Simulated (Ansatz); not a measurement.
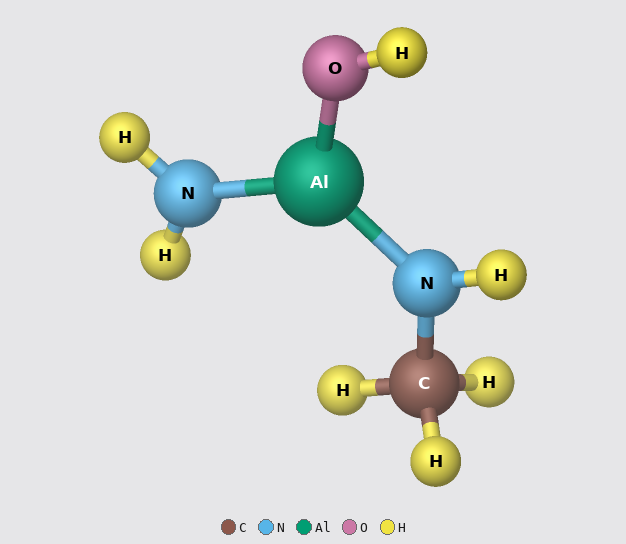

The geometry was computed by an optimisation with PBE0-D4/def2-TZVP. No frequency run is at hand to confirm it as a minimum. Program: Ansatz 0.2.0.

At this fixed geometry, give HOMO energy (eV) at these levels: B3LYP-D4/def2-TZVPP; PBE-D4/def2-TZVPP; PBE0-D4/def2-TZVPP; r2SCAN-D4/def2-TZVPP; ωB97M-V/def2-TZVPP; ωB97X-V/def2-TZVPP.

| level | HOMO energy (eV) |
| --- | --- |
| B3LYP-D4/def2-TZVPP | −6.23 |
| PBE-D4/def2-TZVPP | −5.08 |
| PBE0-D4/def2-TZVPP | −6.46 |
| r2SCAN-D4/def2-TZVPP | −5.35 |
| ωB97M-V/def2-TZVPP | −8.81 |
| ωB97X-V/def2-TZVPP | −8.90 |
